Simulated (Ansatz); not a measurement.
# AlClH5N: two geometries relaxed, part 1 of 2

Are the two ends of the reaction (ligand exchange) separate minima, and which lies lower? Each is relaxed from a guess. Meant to form: Al1–N5, H8–Cl2; to break: Al1–Cl2, H8–N5. The start is a guess near the saddle point, from which both ends are pulled out.

All numbers below are computed with Ansatz 0.2.0 (RKS B3LYP/def2-SVP).

### 1 The system as given

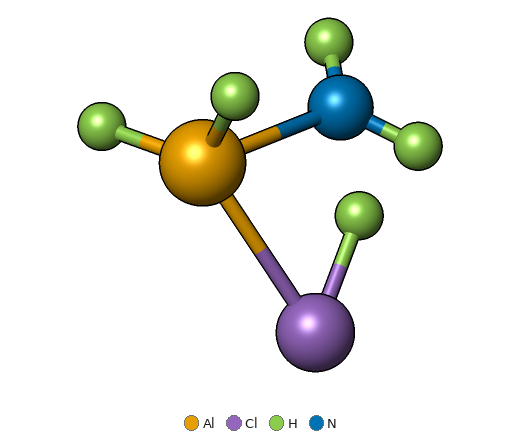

The starting structure, seen from a chosen angle (aluminium amber, chlorine purple, hydrogen green, nitrogen blue).

As a file:

```xyz
8

Al    0.0000    0.0000    0.0000
Cl    0.0000    0.0000    2.5800
H     1.3510    0.0000   -0.7800
H    -1.3510    0.0000   -0.7800
N     0.0928   -2.1047    0.7000
H    -0.4256   -2.8627    0.1705
H     0.6555   -2.3517    1.5637
H     0.0645   -1.4634    1.8747
```

### 2 Pulling towards end A

Springs on the bonds that form and break draw the guess towards this end; the thresholds are loose.

Input file input.yaml:

```yaml
crystal:
  periodic: [false, false, false]
  atoms:
    - { symbol: Al, position_ang: [0.0, 0.0, 0.0] }
    - { symbol: Cl, position_ang: [0.0, 0.0, 2.58] }
    - { symbol: H, position_ang: [1.351, 0.0, -0.78] }
    - { symbol: H, position_ang: [-1.351, 0.0, -0.78] }
    - { symbol: "N", position_ang: [0.0928, -2.1047, 0.7] }
    - { symbol: H, position_ang: [-0.4256, -2.8627, 0.1705] }
    - { symbol: H, position_ang: [0.6555, -2.3517, 1.5637] }
    - { symbol: H, position_ang: [0.0645, -1.4634, 1.8747] }
basis:
  gaussian: { orbitals: def2-SVP }
hamiltonian:
  xc: b3lyp
relax:
  f_tol: 0.15
  max_steps: 25
  restrain:
    - { distance: [0, 4], at: 3.12, k: 30.0 }
    - { distance: [7, 1], at: 2.57, k: 30.0 }
    - { distance: [0, 1], at: 2.23, k: 30.0 }
    - { distance: [7, 4], at: 1.06, k: 30.0 }
```

Command:

```bash
> ansatz run input.yaml --threads 1 --pin off --max-ram 2048MiB --backend cpu --events-out ev --progress --plain --runs-dir out
```

Standard output, cut to the lines that bear on the results:

```text
Warning: RAYON_NUM_THREADS=1 ignored (pool sized by the plan → 1); use --threads N
[...]
Functional definition: B3LYP
[...]
780 factors; integrals over basis functions are off by at most 4.2e-4 eV
[...]
mean field -20683.88583526 eV, -760.1187844045 hartree, gradient 2.1e-5 eV, S^2 0.000000; 0 other end points of the search recorded, 0 dependent functions left out
[...]
reference -20683.88607815 eV, -760.1187933303 hartree; 21, 21 occupied and 54, 54 virtual orbitals, 780 factors
relax step   1: F+E_penalty+E_count = -20683.88583526 eV  Δ(F+E_penalty+E_count) = +0.000e0 eV  max|allowed force component| = 3.163e0 eV/Å  E_restraint = 28.52573660 eV  max|allowed force component, restraints' pulls added| = 2.878e1 eV/Å  Δτ_max = 0.0000 Å  (25 SCF iters, accepted)
[...]
relax step   3: F+E_penalty+E_count = -20684.18136800 eV  Δ(F+E_penalty+E_count) = -4.575e-1 eV  max|allowed force component| = 4.501e0 eV/Å  E_restraint = 3.60441652 eV  max|allowed force component, restraints' pulls added| = 8.531e0 eV/Å  Δτ_max = 0.1946 Å  (27 SCF iters, accepted)
[...]
relax step   5: F+E_penalty+E_count = -20685.97665289 eV  Δ(F+E_penalty+E_count) = -8.542e-1 eV  max|allowed force component| = 5.858e0 eV/Å  E_restraint = 0.06558282 eV  max|allowed force component, restraints' pulls added| = 5.859e0 eV/Å  Δτ_max = 0.1943 Å  (27 SCF iters, accepted)
[...]
relax step   9: F+E_penalty+E_count = -20686.76941493 eV  Δ(F+E_penalty+E_count) = -3.236e-2 eV  max|allowed force component| = 1.003e0 eV/Å  E_restraint = 0.02239174 eV  max|allowed force component, restraints' pulls added| = 1.297e-1 eV/Å  Δτ_max = 0.1923 Å  (26 SCF iters, accepted)
  distance Al 0 - N 4 = 3.0974 Å
  distance H 7 - Cl 1 = 2.5786 Å
  distance Al 0 - Cl 1 = 2.2080 Å
  distance H 7 - N 4 = 1.0393 Å
781 factors; integrals over basis functions are off by at most 8.7e-4 eV
mean field -20686.76941493 eV, -760.2247540029 hartree, gradient 1.6e-5 eV, S^2 0.000000; 1 other end points of the search recorded, 0 dependent functions left out
[...]
reference -20686.76967934 eV, -760.2247637198 hartree; 21, 21 occupied and 54, 54 virtual orbitals, 781 factors
Total energy: -20686.76967934 eV, -760.2247637198 hartree
Atom 0 at     0.027896     0.410117    -0.042982 Å, force    -0.024146    -0.593377     1.003040 eV/Å
Atom 1 at    -0.156499     0.561753     2.152106 Å, force     0.051965     0.121028    -0.751236 eV/Å
Atom 2 at     1.472950     0.598143    -0.641298 Å, force    -0.005418    -0.011523     0.004802 eV/Å
Atom 3 at    -1.321155     0.389670    -0.852029 Å, force    -0.015080    -0.004989    -0.018258 eV/Å
Atom 4 at     0.106984    -2.520094     0.957795 Å, force    -0.165992     0.884243     0.258097 eV/Å
Atom 5 at    -0.586527    -3.253573     0.796249 Å, force     0.046765     0.094626     0.027750 eV/Å
Atom 6 at     1.003114    -2.973983     1.145122 Å, force    -0.055714     0.031214    -0.020660 eV/Å
Atom 7 at    -0.159562    -1.994533     1.813936 Å, force     0.167621    -0.521222    -0.503536 eV/Å
Dipole moment:     0.029857    -0.525826    -0.057857 e Å
```

Wall time 22 s (1 thread of Arm Neoverse V2, shared host); peak memory 0.16 GiB.

Step by step:

```
step  energy from step 1 (eV)  largest force component (eV/Å)
   1                   0.0000                          3.1626
   2                   0.1619                          4.5693
   3                  -0.2955                          4.5014
   4                  -1.2366                          3.9957
   5                  -2.0908                          5.8580
   6                  -2.5779                          2.0924
   7                  -2.7988                          1.3652
   8                  -2.8512                          0.9690
   9                  -2.8836                          1.0030
```

Step 1 is the start. Energies and forces in the table leave out the springs, which the log lists apart; the run stops on the force with the springs' pull added.

After: Bond lengths: Al1–Cl2 2.208 Å, Al1–H3 1.575 Å, Al1–H4 1.573 Å, N5–H6 1.022 Å, N5–H7 1.022 Å, N5–H8 1.039 Å. Angles: Cl2–Al1–H3 116.5°, Cl2–Al1–H4 116.1°, H3–Al1–H4 126.4°, H6–N5–H7 107.8°, H6–N5–H8 108.6°, H7–N5–H8 107.4°.

Pairs that crossed the distance rule for bonds on the way: came closer N5–H8; moved apart Al1–N5.

### 3 Relaxing end A

It starts where the restrained run ended.

Input file input.yaml:

```yaml
crystal:
  periodic: [false, false, false]
  atoms:
    - { symbol: Al, position_ang: [0.027896, 0.410117, -0.042982] }
    - { symbol: Cl, position_ang: [-0.156499, 0.561753, 2.152106] }
    - { symbol: H, position_ang: [1.47295, 0.598143, -0.641298] }
    - { symbol: H, position_ang: [-1.321155, 0.38967, -0.852029] }
    - { symbol: "N", position_ang: [0.106984, -2.520094, 0.957795] }
    - { symbol: H, position_ang: [-0.586527, -3.253573, 0.796249] }
    - { symbol: H, position_ang: [1.003114, -2.973983, 1.145122] }
    - { symbol: H, position_ang: [-0.159562, -1.994533, 1.813936] }
basis:
  gaussian: { orbitals: def2-SVP }
hamiltonian:
  xc: b3lyp
relax:
  f_tol: 0.03
  max_steps: 50
output:
  orbitals: {}
```

Command:

```bash
> ansatz run input.yaml --threads 1 --pin off --max-ram 2048MiB --backend cpu --events-out ev --progress --plain --runs-dir out
```

Standard output, cut to the lines that bear on the results:

```text
Warning: RAYON_NUM_THREADS=1 ignored (pool sized by the plan → 1); use --threads N
[...]
[... 1 set-up line as earlier in the session ...]
[...]
777 factors; integrals over basis functions are off by at most 4.1e-4 eV
[...]
mean field -20686.76942444 eV, -760.2247543523 hartree, gradient 3.1e-5 eV, S^2 0.000000; 0 other end points of the search recorded, 0 dependent functions left out
[...]
reference -20686.76968608 eV, -760.2247639674 hartree; 21, 21 occupied and 54, 54 virtual orbitals, 777 factors
relax step   1: F+E_penalty+E_count = -20686.76942444 eV  Δ(F+E_penalty+E_count) = +0.000e0 eV  max|allowed force component| = 1.003e0 eV/Å  Δτ_max = 0.0000 Å  (25 SCF iters, accepted)
[...]
relax step   7: F+E_penalty+E_count = -20687.73330107 eV  Δ(F+E_penalty+E_count) = -2.467e-3 eV  max|allowed force component| = 6.468e-2 eV/Å  Δτ_max = 0.0186 Å  (28 SCF iters, accepted)
[...]
reference -20687.73429095 eV, -760.2602125423 hartree; 21, 21 occupied and 54, 54 virtual orbitals, 777 factors
Total energy: -20687.73429095 eV, -760.2602125423 hartree
Atom 0 at     0.029816    -0.115161     0.230238 Å, force     0.000529    -0.009989     0.003712 eV/Å
Atom 1 at    -0.185371     0.770441     2.200081 Å, force     0.000393     0.001769    -0.006498 eV/Å
Atom 2 at     1.466909     0.045282    -0.430684 Å, force     0.000654     0.000852     0.001167 eV/Å
Atom 3 at    -1.290119    -0.115740    -0.656272 Å, force    -0.000798     0.000099     0.001317 eV/Å
Atom 4 at     0.086842    -2.086603     0.886366 Å, force     0.009524    -0.005244     0.001473 eV/Å
Atom 5 at    -0.581709    -2.700996     0.414572 Å, force    -0.008430     0.007033    -0.006516 eV/Å
Atom 6 at     1.013943    -2.511734     0.802147 Å, force     0.004012     0.008775    -0.005236 eV/Å
Atom 7 at    -0.153109    -2.067989     1.882451 Å, force    -0.005884    -0.003295     0.010581 eV/Å
Dipole moment:     0.070055    -1.249683     0.049019 e Å
```

Run time: 20 s. Hardware: 1 thread of Arm Neoverse V2, shared host; peak memory 0.16 GiB.

Step by step:

```
step  energy from step 1 (eV)  largest force component (eV/Å)
   1                   0.0000                          1.0030
   2                  -0.2780                          0.6740
   3                  -0.6502                          0.8143
   4                  -0.8909                          0.6729
   5                  -0.8967                          1.3169
   6                  -0.9614                          0.2100
   7                  -0.9639                          0.0647
   8                  -0.9646                          0.0106
```

Step 1 is the start.

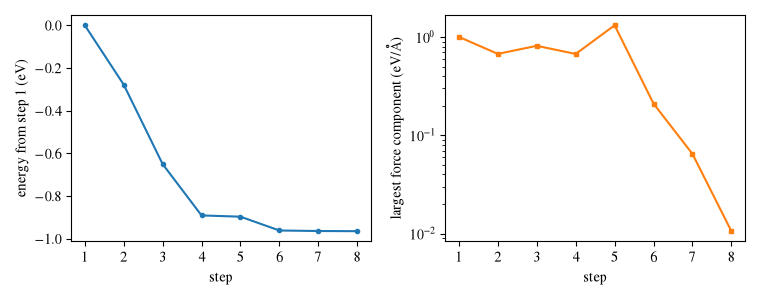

Energy and largest force along the relaxation.

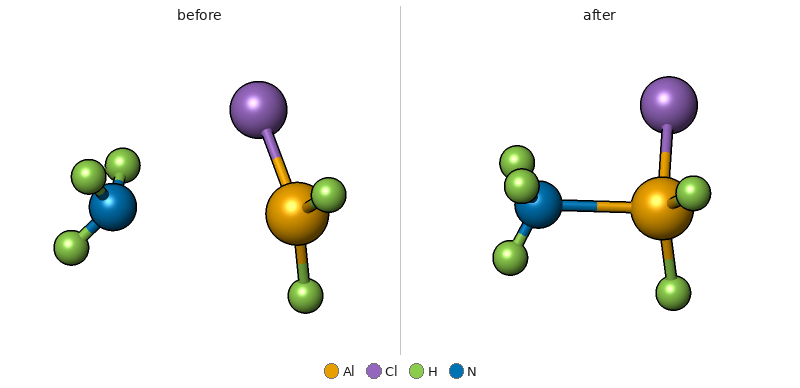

Before and after, at one scale.

After: Bond lengths: Al1–Cl2 2.170 Å, Al1–H3 1.590 Å, Al1–H4 1.590 Å, Al1–N5 2.079 Å, N5–H6 1.023 Å, N5–H7 1.023 Å, N5–H8 1.025 Å. Angles: Cl2–Al1–H3 115.2°, Cl2–Al1–H4 115.1°, Cl2–Al1–N5 95.9°, H3–Al1–H4 121.2°, H3–Al1–N5 101.7°, H4–Al1–N5 101.4°, Al1–N5–H6 114.0°, Al1–N5–H7 113.1°, Al1–N5–H8 106.5°, H6–N5–H7 107.7°, H6–N5–H8 107.8°, H7–N5–H8 107.4°.

Pairs that crossed the distance rule for bonds on the way: came closer Al1–N5.

(Continued in part 2 of 2.)
